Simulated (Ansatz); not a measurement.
# Geometry relaxation, with input and output: TiH$_{2}$Cl$_{2}$F$_{2}$

TiH$_{2}$Cl$_{2}$F$_{2}$, computed with RKS B3LYP-D4/def2-SVP (Ansatz 0.2.0).

The input holds or restrains some coordinates. Forces given for the steps count only the free coordinates. It belongs to a series of runs on one base structure; here: pulled along the bonds that form and break, towards end A. Figures and captions count atoms from 1; the log counts them from 0 in places.

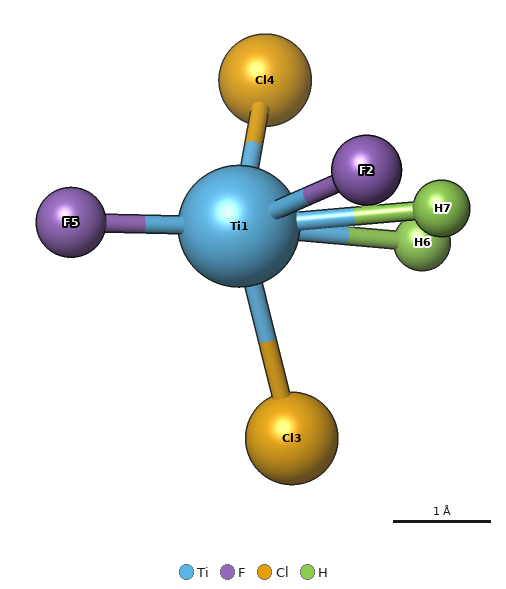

Figure 1. The input geometry (ball-and-stick view, seen at a tilt; atoms are numbered from 1 in the order of the input). Sticks mark near contacts. Bond lengths as drawn: Cl–Ti 2.37 Å, F–Ti 1.83 to 2.18 Å and H–Ti 2.00 to 2.14 Å.

### The input
```yaml
crystal:
  periodic: [false, false, false]
  atoms:
    - { symbol: Ti, position_ang: [0.0, 0.0, 0.0] }
    - { symbol: F, position_ang: [0.0, 0.0, 2.18] }
    - { symbol: Cl, position_ang: [2.2349, 0.0, -0.7892] }
    - { symbol: Cl, position_ang: [-1.1163, 1.9339, -0.7892] }
    - { symbol: F, position_ang: [-0.8619, -1.4933, -0.6094] }
    - { symbol: H, position_ang: [1.0489, 1.5818, 0.6306] }
    - { symbol: H, position_ang: [0.7734, 1.1664, 1.6182] }
basis:
  gaussian: { orbitals: def2-SVP }
hamiltonian:
  xc: b3lyp
  dispersion: d4
relax:
  f_tol: 0.15
  max_steps: 25
  restrain:
    - { distance: [0, 5], at: 2.9, k: 30.0 }
    - { distance: [6, 1], at: 2.12, k: 30.0 }
    - { distance: [0, 1], at: 1.83, k: 30.0 }
    - { distance: [6, 5], at: 0.66, k: 30.0 }
output:
  orbitals: {}
```

Hardware: 2 threads of Arm Neoverse V1, 24 GiB of memory available, shared host.

Command:
```bash
ansatz run input.yaml --threads 2 --pin off --max-ram 3072MiB --backend cpu --events-out ev --progress --plain --runs-dir out
```

### What the program printed
```
The last accepted step is kept in [file] (removed where the run ends without a failure and the disk answers)
Engine: ansatz 0.2.0, aarch64-unknown-linux-gnu
Functional definition: B3LYP
  parameter a0 = 0.2
  parameter ax = 0.72
  parameter ac = 0.81
  exchange = (1 - a0 - ax)*slater_x + ax*b88_x + a0*exact_x
  correlation = (1 - ac)*vwn_rpa_c + ac*lyp_c
1131 factors; integrals over basis functions are off by at most 4.5e-4 eV
mean field evaluation 1: about -53606.4966 eV, gradient 6.4e1 eV
mean field evaluation 2: about -52955.7831 eV, gradient 4.8e2 eV
mean field evaluation 4: about -53605.9410 eV, gradient 8.1e1 eV
mean field evaluation 8: about -53616.4742 eV, gradient 7.8e-2 eV
mean field -53616.51239078 eV, -1970.3704877836 hartree, gradient 1.1e-5 eV, S^2 0.000000; 0 other end points of the search recorded, 0 dependent functions left out
the calculation of the forces begins
reference -53616.51274710 eV, -1970.3705008784 hartree; 38, 38 occupied and 67, 67 virtual orbitals, 1131 factors
relax step   1: F+E_penalty+E_count = -53616.82749797 eV  Δ(F+E_penalty+E_count) = +0.000e0 eV  max|allowed force component| = 3.121e0 eV/Å  E_restraint = 22.59212548 eV  max|allowed force component, restraints' pulls added| = 2.359e1 eV/Å  Δτ_max = 0.0000 Å  (58 SCF iters, accepted)
  distance Ti 0 - H 5 = 2.0000 Å
  distance H 6 - F 1 = 1.5081 Å
  distance Ti 0 - F 1 = 2.1800 Å
  distance H 6 - H 5 = 1.1063 Å
these checks for a lower state are left out or cut short: starts, cluster_reference, orbital_swaps, neighbouring_geometries, increment
1131 factors; integrals over basis functions are off by at most 6.5e-4 eV
mean field evaluation 16: about -53617.4645 eV, gradient 7.0e-2 eV
mean field -53617.50225364 eV, -1970.4068645728 hartree, gradient 1.7e-5 eV, S^2 0.000000; 0 other end points of the search recorded, 0 dependent functions left out
the calculation of the forces begins
reference -53617.50260833 eV, -1970.4068776074 hartree; 38, 38 occupied and 67, 67 virtual orbitals, 1131 factors
relax step   2: F+E_penalty+E_count = -53617.81883410 eV  Δ(F+E_penalty+E_count) = -9.913e-1 eV  max|allowed force component| = 3.766e0 eV/Å  E_restraint = 9.86155045 eV  max|allowed force component, restraints' pulls added| = 1.387e1 eV/Å  Δτ_max = 0.1949 Å  (42 SCF iters, accepted)
  distance Ti 0 - H 5 = 2.2795 Å
  distance H 6 - F 1 = 1.7285 Å
  distance Ti 0 - F 1 = 2.0872 Å
  distance H 6 - H 5 = 0.8901 Å
these checks for a lower state are left out or cut short: starts, cluster_reference, orbital_swaps, neighbouring_geometries, increment
1131 factors; integrals over basis functions are off by at most 8.5e-4 eV
mean field -53618.25148284 eV, -1970.4343982381 hartree, gradient 1.2e-5 eV, S^2 0.000000; 0 other end points of the search recorded, 0 dependent functions left out
the calculation of the forces begins
reference -53618.25183613 eV, -1970.4344112213 hartree; 38, 38 occupied and 67, 67 virtual orbitals, 1131 factors
relax step   3: F+E_penalty+E_count = -53618.54734735 eV  Δ(F+E_penalty+E_count) = -7.285e-1 eV  max|allowed force component| = 4.758e0 eV/Å  E_restraint = 2.23244100 eV  max|allowed force component, restraints' pulls added| = 7.556e0 eV/Å  Δτ_max = 0.1944 Å  (42 SCF iters, accepted)
  distance Ti 0 - H 5 = 2.5533 Å
  distance H 6 - F 1 = 2.0065 Å
  distance Ti 0 - F 1 = 1.9291 Å
  distance H 6 - H 5 = 0.7370 Å
these checks for a lower state are left out or cut short: starts, cluster_reference, orbital_swaps, neighbouring_geometries, increment
1131 factors; integrals over basis functions are off by at most 9.9e-4 eV
mean field evaluation 32: about -53619.1301 eV, gradient 2.3e-1 eV
mean field -53619.13044609 eV, -1970.4666995417 hartree, gradient 1.9e-5 eV, S^2 0.000000; 0 other end points of the search recorded, 0 dependent functions left out
the calculation of the forces begins
reference -53619.13079828 eV, -1970.4667124844 hartree; 38, 38 occupied and 67, 67 virtual orbitals, 1131 factors
relax step   4: F+E_penalty+E_count = -53619.43447741 eV  Δ(F+E_penalty+E_count) = -8.871e-1 eV  max|allowed force component| = 3.416e0 eV/Å  E_restraint = 0.33481511 eV  max|allowed force component, restraints' pulls added| = 3.020e0 eV/Å  Δτ_max = 0.1948 Å  (35 SCF iters, accepted)
  distance Ti 0 - H 5 = 2.7643 Å
  distance H 6 - F 1 = 2.1206 Å
  distance Ti 0 - F 1 = 1.8162 Å
  distance H 6 - H 5 = 0.7210 Å
these checks for a lower state are left out or cut short: starts, cluster_reference, orbital_swaps, neighbouring_geometries, increment
1131 factors; integrals over basis functions are off by at most 1.1e-3 eV
mean field -53619.75548076 eV, -1970.4896691424 hartree, gradient 1.7e-5 eV, S^2 0.000000; 0 other end points of the search recorded, 0 dependent functions left out
the calculation of the forces begins
reference -53619.75583345 eV, -1970.4896821035 hartree; 38, 38 occupied and 67, 67 virtual orbitals, 1131 factors
relax step   5: F+E_penalty+E_count = -53620.06483882 eV  Δ(F+E_penalty+E_count) = -6.304e-1 eV  max|allowed force component| = 1.056e0 eV/Å  E_restraint = 0.14728414 eV  max|allowed force component, restraints' pulls added| = 1.402e0 eV/Å  Δτ_max = 0.1937 Å  (34 SCF iters, accepted)
  distance Ti 0 - H 5 = 2.9175 Å
  distance H 6 - F 1 = 2.1619 Å
  distance Ti 0 - F 1 = 1.7683 Å
  distance H 6 - H 5 = 0.7228 Å
these checks for a lower state are left out or cut short: starts, cluster_reference, orbital_swaps, neighbouring_geometries, increment
1131 factors; integrals over basis functions are off by at most 1.0e-3 eV
mean field -53619.72975345 eV, -1970.4887236810 hartree, gradient 1.7e-5 eV, S^2 0.000000; 0 other end points of the search recorded, 0 dependent functions left out
the calculation of the forces begins
reference -53619.73010734 eV, -1970.4887366864 hartree; 38, 38 occupied and 67, 67 virtual orbitals, 1131 factors
relax step   6: F+E_penalty+E_count = -53620.03737682 eV  Δ(F+E_penalty+E_count) = +2.746e-2 eV  max|allowed force component| = 1.602e0 eV/Å  E_restraint = 0.07830022 eV  max|allowed force component, restraints' pulls added| = 9.836e-1 eV/Å  Δτ_max = 0.1262 Å  (34 SCF iters, accepted)
  distance Ti 0 - H 5 = 2.8988 Å
  distance H 6 - F 1 = 2.1425 Å
  distance Ti 0 - F 1 = 1.7762 Å
  distance H 6 - H 5 = 0.7027 Å
these checks for a lower state are left out or cut short: starts, cluster_reference, orbital_swaps, neighbouring_geometries, increment
1131 factors; integrals over basis functions are off by at most 1.0e-3 eV
mean field -53619.77386337 eV, -1970.4903446907 hartree, gradient 1.1e-5 eV, S^2 0.000000; 0 other end points of the search recorded, 0 dependent functions left out
the calculation of the forces begins
reference -53619.77421815 eV, -1970.4903577286 hartree; 38, 38 occupied and 67, 67 virtual orbitals, 1131 factors
relax step   7: F+E_penalty+E_count = -53620.07857163 eV  Δ(F+E_penalty+E_count) = -4.119e-2 eV  max|allowed force component| = 1.308e0 eV/Å  E_restraint = 0.07947638 eV  max|allowed force component, restraints' pulls added| = 8.280e-2 eV/Å  Δτ_max = 0.1654 Å  (35 SCF iters, accepted)
  distance Ti 0 - H 5 = 2.9029 Å
  distance H 6 - F 1 = 2.1279 Å
  distance Ti 0 - F 1 = 1.7865 Å
  distance H 6 - H 5 = 0.7177 Å
1131 factors; integrals over basis functions are off by at most 1.0e-3 eV
mean field evaluation 64: about -53619.6414 eV, gradient 7.2e0 eV
```

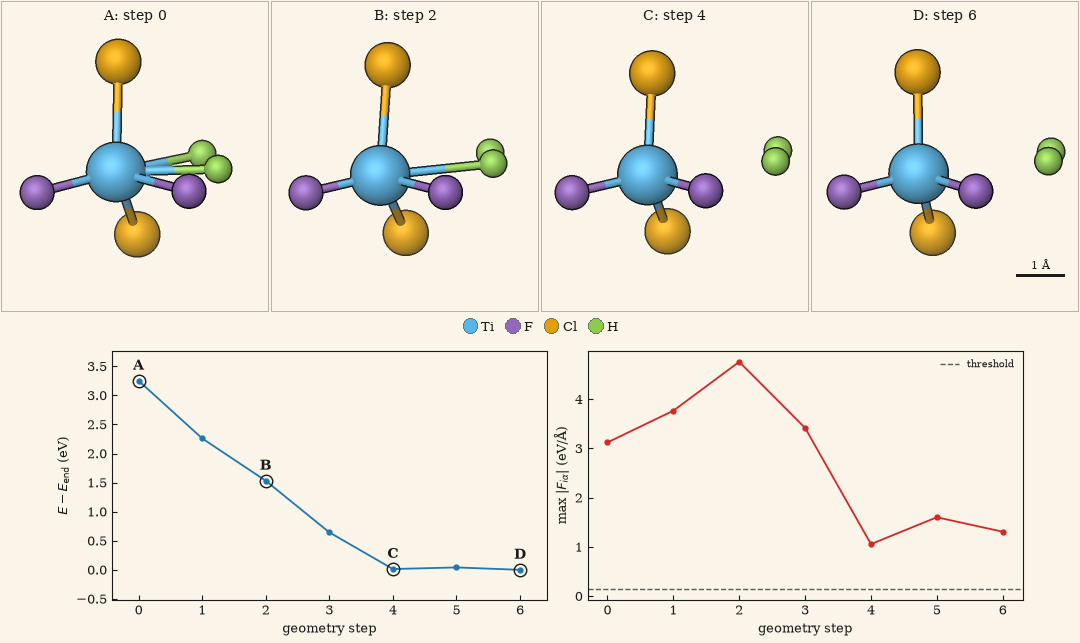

Figure 2. Frames of the restrained relaxation (ball-and-stick view, seen at a tilt) above the curves, on which the letters mark them (the first geometry is step 0 here and step 1 in the log).

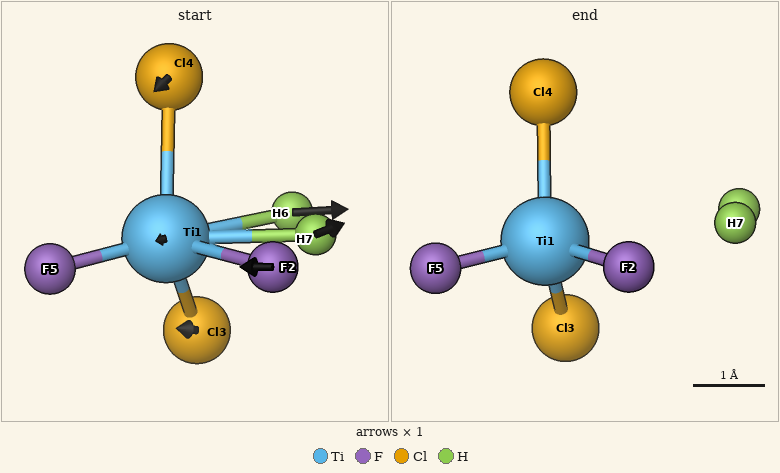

Figure 3. Before (left) and after (right) the restrained relaxation, at one scale (ball-and-stick view, seen at a tilt). The black arrows give the displacements, at true length. The energy falls by 3.251 eV in 6 geometry steps. Largest force component: 3.1 eV/Å at the start, 1.3 eV/Å at the end. The atom that moves furthest after the best rigid fit is H6 (0.82 Å). By element the largest moves are H 0.82 Å, F 0.52 Å, Cl 0.37 Å, Ti 0.17 Å. Distances before and after: Ti1–H6 2.000 → 2.903 Å, Ti1–H7 2.139 → 2.720 Å, Ti1–F2 2.180 → 1.786 Å, H6–H7 1.106 → 0.718 Å. New bonds form: H6–H7 (1.11 → 0.72 Å). Bonds break: Ti1–H6 (2.00 → 2.90 Å). Among the angles that change: F2–Ti1–Cl3 109.4° → 112.1°, F2–Ti1–F5 109.5° → 106.9°, Cl3–Ti1–F5 109.5° → 107.2°. (Atoms are counted from 1 in the order of the input.)

```
mean field -53619.77386337 eV, -1970.4903446907 hartree, gradient 1.1e-5 eV, S^2 0.000000; 1 other end points of the search recorded, 0 dependent functions left out
the calculation of the forces begins
reference -53619.77421815 eV, -1970.4903577286 hartree; 38, 38 occupied and 67, 67 virtual orbitals, 1131 factors
Total energy: -53620.07892641 eV, -1970.5015555506 hartree
Atom 0 at    -0.075795    -0.135753    -0.060159 Å, force    -0.099398    -0.178280     1.267528 eV/Å
Atom 1 at    -0.083870    -0.175890     1.725845 Å, force    -0.118625    -0.166949    -1.308194 eV/Å
Atom 2 at     1.940543    -0.248939    -0.870993 Å, force     0.008519     0.002180    -0.013898 eV/Å
Atom 3 at    -1.152157     1.588853    -0.834582 Å, force     0.008477     0.015787    -0.004809 eV/Å
Atom 4 at    -0.919971    -1.540387    -0.598142 Å, force     0.034968     0.049296     0.019212 eV/Å
Atom 5 at     1.345483     2.061050     1.197192 Å, force     0.800162     1.085439    -1.117402 eV/Å
Atom 6 at     1.024767     1.639867     1.681840 Å, force    -0.634104    -0.807474     1.157561 eV/Å
Dipole moment:     0.045362     0.075310    -0.044491 e Å
```

### Trajectory as extended XYZ (Å, eV, eV/Å), 7 frames, from step=1 to step=7
```
7
Properties=species:S:1:pos:R:3:forces:R:3 step=1 energy=-53616.82750
Ti    0.0000    0.0000    0.0000    0.3493   0.6025   1.0427
F     0.0000    0.0000    2.1800   -0.1071  -0.2071  -2.9937
Cl    2.2349    0.0000   -0.7892   -2.0524  -0.5041   0.2743
Cl   -1.1163    1.9339   -0.7892    0.7939  -2.0665   0.4915
F    -0.8619   -1.4933   -0.6094    1.2450   2.1463   0.9595
H     1.0489    1.5818    0.6306   -0.6489  -0.7712   3.1213
H     0.7734    1.1664    1.6182    0.4203   0.8000  -2.8957
7
Properties=species:S:1:pos:R:3:forces:R:3 step=2 energy=-53617.81883
Ti   -0.0692   -0.1015    0.0305    1.4533   2.2950   2.1774
F    -0.0503   -0.0763    2.1175   -0.5431  -0.8467  -3.7659
Cl    2.2095   -0.0059   -0.7846   -2.3023  -0.6038   0.4480
Cl   -1.1075    1.9098   -0.7829    0.7419  -2.2713   0.6103
F    -0.8671   -1.5023   -0.6118    0.3854   0.7168   0.3662
H     1.1226    1.6948    0.7712   -0.5706  -0.7163   1.8645
H     0.8411    1.2702    1.5010    0.8353   1.4262  -1.7005
7
Properties=species:S:1:pos:R:3:forces:R:3 step=3 energy=-53618.54735
Ti   -0.1371   -0.2010    0.0724    2.9236   4.7583   2.6572
F    -0.1202   -0.1821    2.0014   -0.4170  -0.6408  -3.5930
Cl    2.1610   -0.0198   -0.7729   -2.3647  -0.6751   0.6235
Cl   -1.0945    1.8623   -0.7689    0.6323  -2.3127   0.7267
F    -0.8754   -1.5150   -0.6175   -0.9654  -1.6451  -0.7257
H     1.2027    1.8173    0.8790    0.3077   0.5572  -0.5072
H     0.9425    1.4271    1.4475   -0.1165  -0.0419   0.8185
7
Properties=species:S:1:pos:R:3:forces:R:3 step=4 energy=-53619.43448
Ti   -0.1464   -0.2143    0.0585    2.2194   3.4162   1.1222
F    -0.1501   -0.2274    1.8746   -0.2578  -0.3958  -2.1151
Cl    2.0640   -0.0554   -0.7487   -1.8662  -0.5757   0.5166
Cl   -1.0772    1.7675   -0.7412    0.4107  -1.7555   0.5571
F    -0.8975   -1.5493   -0.6291   -0.6718  -1.1124  -0.4443
H     1.2940    1.9593    0.9761    0.5943   0.9629  -0.8558
H     0.9921    1.5083    1.4507   -0.4287  -0.5397   1.2193
7
Properties=species:S:1:pos:R:3:forces:R:3 step=5 energy=-53620.06484
Ti   -0.1143   -0.1960   -0.0265    0.6104   0.9968   0.7717
F    -0.1190   -0.1954    1.7418   -0.1664  -0.3158  -0.9061
Cl    1.9515   -0.1668   -0.7858   -0.3453  -0.2073   0.0548
Cl   -1.0944    1.6298   -0.7549   -0.0099  -0.3536   0.0432
F    -0.9279   -1.5682   -0.6425   -0.2531  -0.4214  -0.1243
H     1.3391    2.0641    1.1098    0.6134   0.9401  -0.8958
H     1.0440    1.6214    1.5991   -0.4491  -0.6387   1.0565
7
Properties=species:S:1:pos:R:3:forces:R:3 step=6 energy=-53620.03738
Ti   -0.0745   -0.1257   -0.0269   -0.0087  -0.2338   0.9125
F    -0.0954   -0.2262    1.7464   -0.1014  -0.0356  -1.0515
Cl    1.9520   -0.2149   -0.8294   -0.0428  -0.0366  -0.0115
Cl   -1.1470    1.6045   -0.7985   -0.0208   0.0097   0.0208
F    -0.9107   -1.5213   -0.5968    0.0264   0.0228  -0.0014
H     1.4148    2.0341    1.2062    1.6016   1.3899  -1.1763
H     0.9398    1.6383    1.5400   -1.4543  -1.1164   1.3074
7
Properties=species:S:1:pos:R:3:forces:R:3 step=7 energy=-53620.07857
Ti   -0.0758   -0.1358   -0.0602   -0.0994  -0.1783   1.2675
F    -0.0839   -0.1759    1.7258   -0.1186  -0.1669  -1.3082
Cl    1.9405   -0.2489   -0.8710    0.0085   0.0022  -0.0139
Cl   -1.1522    1.5889   -0.8346    0.0085   0.0158  -0.0048
F    -0.9200   -1.5404   -0.5981    0.0350   0.0493   0.0192
H     1.3455    2.0610    1.1972    0.8002   1.0854  -1.1174
H     1.0248    1.6399    1.6818   -0.6341  -0.8075   1.1576
```

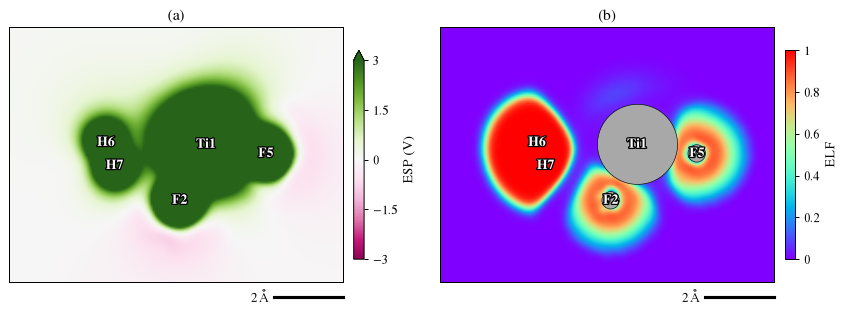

Figure 4. (a) electrostatic potential; (b) ELF on the plane of atoms F2, Ti1 and F5. Grey discs, where drawn, cover atomic cores. Ti–F (1.72 Å): the ELF peaks at about 0.80 in the valence shell of F, 0.5 Å from its nucleus, and drops to about 0.20 between the two atoms. Ti–F (1.79 Å): the ELF peaks at about 0.85 in the valence shell of F, 0.5 Å from its nucleus, and drops to about 0.20 between the two atoms.

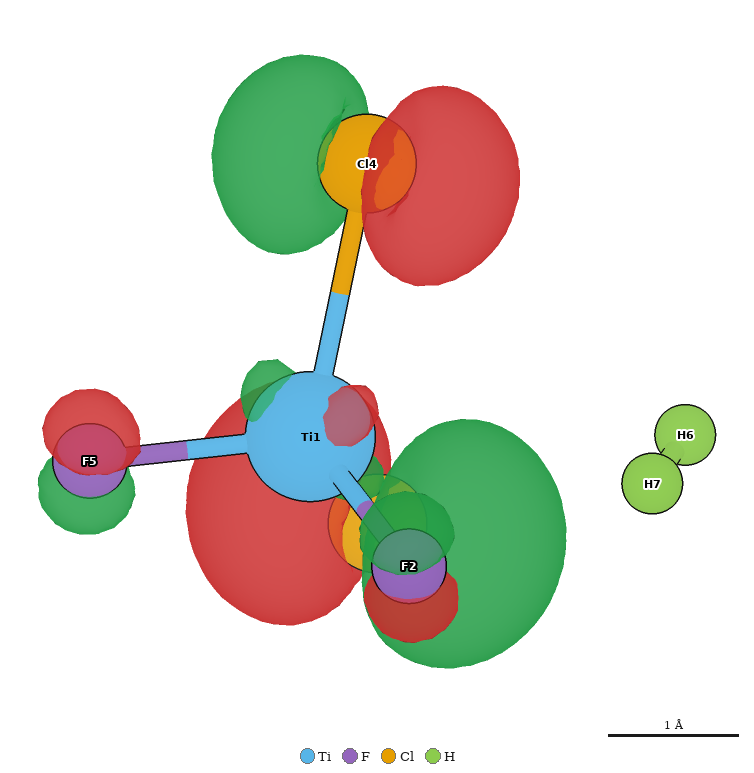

Figure 5. One frontier orbital at ±0.15 Å⁻³ᐟ² (green and red are the two phases), seen at an oblique angle. The HOMO−1, at −9.71 eV.

### Results in brief

| quantity | value |
| --- | --- |
| outcome | converged under the restraints of the input |
| total energy | −53620.0789 eV |
| mean-field energy | −53619.7742 eV |
| largest force (length of the vector) at the end, held atoms and coordinates included | 1.751 eV/Å |
| wall time | 32 s (CPU time 62 s) |
| peak memory | 0.27 GiB |
